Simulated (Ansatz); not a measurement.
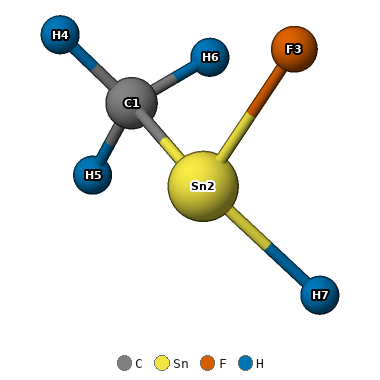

The system is CH₄FSn, SMILES [CH3][SnH][F], spin multiplicity 2; the picture shows the reference structure. Coordinates scanned: (1) umbrella angle at Sn2 (between each of its bonds and their common axis; 90 is planar); (2) change of the bonds Sn2–C1, Sn2–F3, Sn2–H7, all alike. Nothing is relaxed (all other coordinates rigid). Grid: 13 × 13 points. Points are written as (first, second). All energies are given in kcal/mol relative to the lowest grid point. Energies and slopes of some neighbouring points disagree (a jump in structure or state, or too coarse a mesh). The calculation used UKS PBE0-D4/def2-TZVP (Ansatz 0.2.0).

Its coordinates:

```xyz
7

C    -0.5949    0.5800   -0.4928
Sn    0.4847   -0.3944    1.0955
F     2.3087   -0.3556    0.4378
H    -0.3377    1.6372   -0.5212
H    -1.6674    0.4609   -0.3405
H    -0.2910    0.0999   -1.4247
H     0.1589   -2.0958    1.2002
```

Range: umbrella angle at Sn2 (between each of its bonds and their common axis; 90 is planar) from 55.3 to 124.7°; change of the bonds Sn2–C1, Sn2–F3, Sn2–H7, all alike from −0.214 to 0.330 Å.

Predict the map.

Answer. The lowest grid point is at (113.1°, 0.013 Å). Other grid points that lie below all their neighbours: (66.9°, 0.013 Å) (0.46 kcal/mol higher). The highest grid point, (55.3°, −0.214 Å), lies 53.9 kcal/mol above the lowest.

| second ↓, first → | 55.3 | 61.1 | 66.9 | 72.7 | 78.4 | 84.2 | 90.0 | 95.8 | 101.6 | 107.3 | 113.1 | 118.9 | 124.7 |
| --- | --- | --- | --- | --- | --- | --- | --- | --- | --- | --- | --- | --- | --- |
| 0.330 | 40.3 | 36.0 | 34.6 | 36.2 | 40.4 | 47.0 | 52.6 | 47.4 | 40.7 | 36.3 | 34.4 | 35.5 | 39.6 |
| 0.285 | 33.9 | 29.1 | 27.6 | 29.3 | 33.8 | 41.1 | 48.3 | 41.6 | 34.2 | 29.4 | 27.4 | 28.6 | 33.0 |
| 0.240 | 27.8 | 22.7 | 21.0 | 22.7 | 27.6 | 35.5 | 44.6 | 36.1 | 27.9 | 22.8 | 20.8 | 22.1 | 26.9 |
| 0.194 | 22.2 | 16.6 | 14.8 | 16.6 | 21.6 | 30.1 | 41.4 | 30.7 | 22.0 | 16.6 | 14.6 | 16.0 | 21.2 |
| 0.149 | 17.5 | 11.5 | 9.5 | 11.2 | 16.4 | 25.2 | 35.5 | 25.8 | 16.8 | 11.3 | 9.2 | 10.8 | 16.5 |
| 0.104 | 13.9 | 7.4 | 5.1 | 6.8 | 12.1 | 20.9 | 29.7 | 21.5 | 12.4 | 6.8 | 4.8 | 6.6 | 12.7 |
| 0.058 | 11.6 | 4.5 | 1.9 | 3.5 | 8.8 | 17.5 | 25.0 | 18.1 | 9.1 | 3.5 | 1.5 | 3.7 | 10.3 |
| 0.013 | 11.1 | 3.4 | 0.5 | 1.9 | 7.1 | 15.5 | 22.0 | 16.0 | 7.3 | 1.8 | 0.0 | 2.4 | 9.6 |
| −0.032 | 12.7 | 4.3 | 1.0 | 2.2 | 7.3 | 15.3 | 21.0 | 15.8 | 7.5 | 2.1 | 0.5 | 3.3 | 11.1 |
| −0.078 | 17.2 | 8.0 | 4.3 | 5.2 | 10.0 | 17.6 | 22.5 | 18.0 | 10.2 | 5.0 | 3.7 | 6.9 | 15.4 |
| −0.123 | 24.9 | 14.9 | 10.7 | 11.3 | 15.8 | 22.9 | 27.2 | 23.1 | 15.9 | 11.0 | 10.0 | 13.7 | 22.9 |
| −0.168 | 36.7 | 25.9 | 21.1 | 21.2 | 25.4 | 31.9 | 35.8 | 32.1 | 25.4 | 20.9 | 20.2 | 24.4 | 34.5 |
| −0.214 | 53.9 | 42.1 | 36.7 | 36.4 | 40.1 | 46.1 | 49.5 | 46.2 | 40.0 | 35.9 | 35.7 | 40.5 | 51.5 |

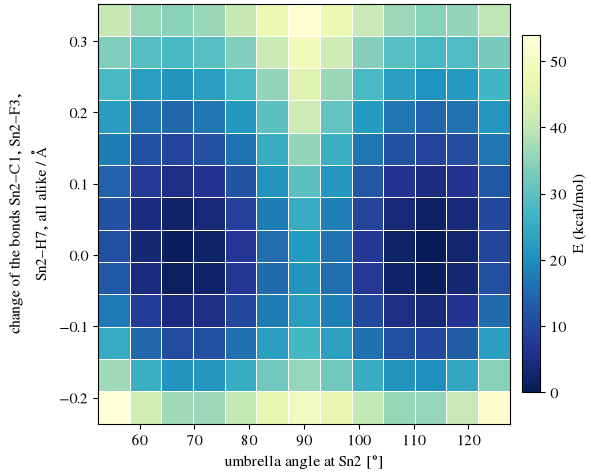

In the figure: one coloured cell a grid point.

Time for the 169 points that were run: 10 min on 1 thread of AMD EPYC 9R45 96-Core Processor (Zen 5), with other jobs on the host.
